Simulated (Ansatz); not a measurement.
**C₄H₁₃N₂OY: density, localisation and related maps**

| atom | x (Å) | y (Å) | z (Å) |
| --- | --- | --- | --- |
| C | 0.8705 | -1.5944 | -1.8001 |
| N | 0.6046 | -0.1807 | -1.7709 |
| C | 0.9128 | 0.4249 | -3.0427 |
| Y | -0.1490 | 0.9870 | -0.1207 |
| O | -0.4346 | 2.9837 | -0.3616 |
| N | -0.5905 | 0.0655 | 1.7800 |
| C | -0.4568 | -1.3181 | 2.1512 |
| C | -1.0866 | 0.8464 | 2.8861 |
| H | 0.2728 | -2.1178 | -2.5652 |
| H | 0.6384 | -2.0627 | -0.8367 |
| H | 1.9277 | -1.8179 | -2.0209 |
| H | 1.9721 | 0.2968 | -3.3219 |
| H | 0.3171 | -0.0033 | -3.8661 |
| H | 0.7115 | 1.5025 | -3.0248 |
| H | -0.5713 | 3.9206 | -0.4569 |
| H | 0.2430 | -1.4610 | 2.9916 |
| H | -0.0813 | -1.9196 | 1.3156 |
| H | -1.4166 | -1.7630 | 2.4632 |
| H | -0.4173 | 0.8056 | 3.7616 |
| H | -2.0763 | 0.5032 | 3.2311 |
| H | -1.1903 | 1.9022 | 2.6082 |

Geometry: PBE0-D4/def2-TZVP; core potentials replace the inner electrons of Y.

All numbers below come from RKS PBE0-D4/def2-TZVPP (Ansatz 0.2.0).

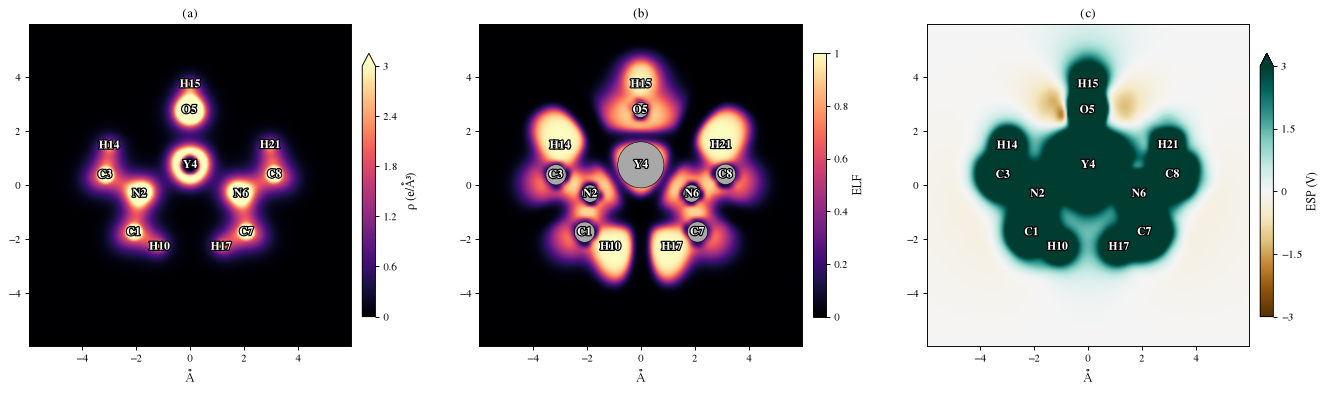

Figure 1. (a) electron density; (b) ELF; (c) molecular electrostatic potential on the plane of atoms C1, Y4 and N6. Grey discs cover the atomic cores in the ELF map.

### Interpret the plot.

- Atoms in the plane: C, N, Y, O and H.
- C–N (1.44 Å): ρ is about 2 e/Å³ halfway; the ELF peaks at about 0.90 between the atoms (a shared electron pair).
- Y–O (2.03 Å): ρ at the midpoint is about 0.68 e/Å³; the ELF peaks at about 0.85 in the valence shell of O, 0.6 Å from its nucleus, and drops to about 0.15 between the two atoms: a largely ionic contact.
- Y–N (2.16 Å): the density is about 0.62 e/Å³ at the midpoint; the ELF peaks at about 0.90 in the valence shell of N, 0.6 Å from its nucleus, and drops to about 0.20 between the two atoms: a closed-shell, largely ionic contact.
- C–Y (3.15 Å): ρ at the midpoint is about 0.43 e/Å³; the ELF is about 0.55 at the midpoint.
- O–H (0.95 Å): the density is about 3.8 e/Å³ at the midpoint; the ELF climbs to about 1 towards the hydrogen, as it does in any bond to H: an ordinary covalent bond to hydrogen.
- Outside the dense part of the molecule the potential is most negative (−1.4 V) near O5.

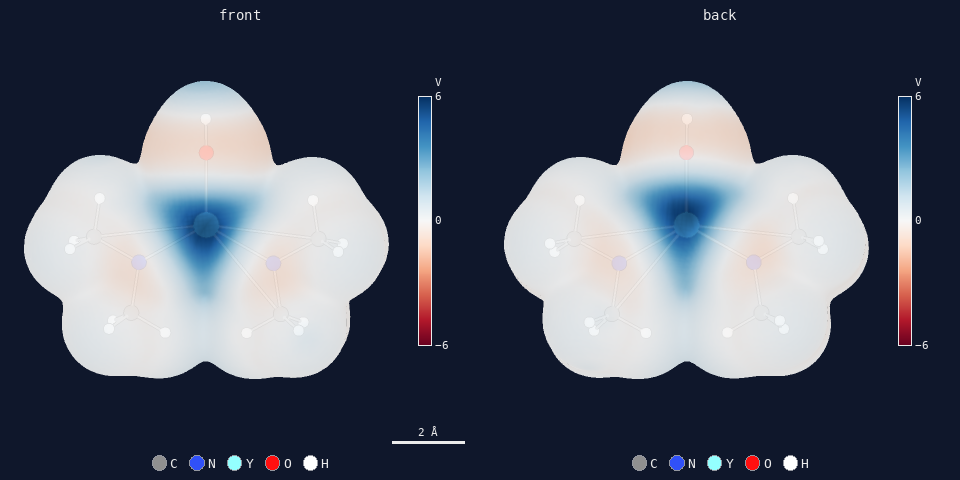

Figure 2. The molecular electrostatic potential painted on the density surface at 0.002 e/bohr³, seen from the front and from behind; red is negative and blue positive.

### Where is the surface potential most negative and most positive?

The most negative region (about −0.9 V, or −21 kcal/mol for a unit charge) lies over O5, the most positive (about +5.6 V, or +129 kcal/mol for a unit charge) over Y4.

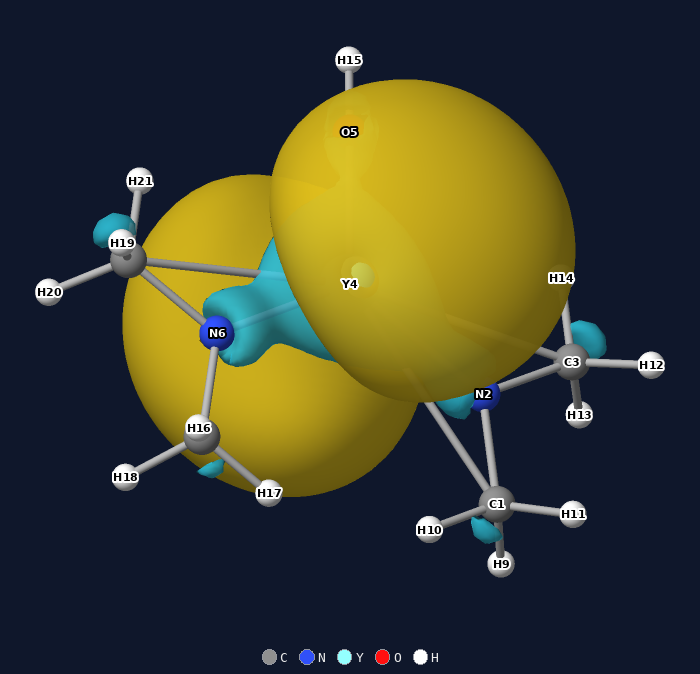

Figure 3. The LUMO at ±0.06 Å⁻³ᐟ² (yellow and cyan are the two phases), seen at a tilt.

### Where does this orbital lie, and at what energy?

Its weight (Hirshfeld) is mainly on Y4 (about 85 %). Its energy is −1.24 eV.
